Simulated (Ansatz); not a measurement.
# Response to strain in Mo

Start from Mo in the bcc (W type) structure (space group Im-3m, No. 229; a = 3.1300 Å; relaxed with 0.1 eV smearing). Axes: x, y, z lie along the cube axes.

Strains are applied to the cell and any free atomic positions relax.

Calculations: DFT with PBEsol, PAW potentials and a 420 eV plane-wave cutoff in Ansatz (a program for electronic structure), scalar-relativistic without spin-orbit coupling.

Notes on the quantities. pressure: mean of the normal stresses, compression positive.

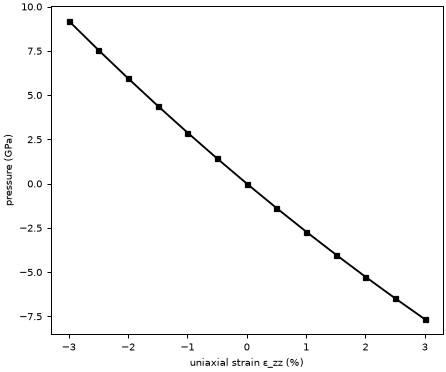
*Pressure against uniaxial strain ε_zz*

| uniaxial strain ε_zz (%) | pressure |
|---|---|
| -3 | 9.2 GPa |
| -2.5 | 7.5 GPa |
| -2 | 5.9 GPa |
| -1.5 | 4.4 GPa |
| -1 | 2.9 GPa |
| -0.5 | 1.4 GPa |
| 0.5 | -1.4 GPa |
| 1 | -2.7 GPa |
| 1.5 | -4.0 GPa |
| 2 | -5.3 GPa |
| 2.5 | -6.5 GPa |
| 3 | -7.7 GPa |

Stability against distortions was not tested. All final runs are without spin polarisation.
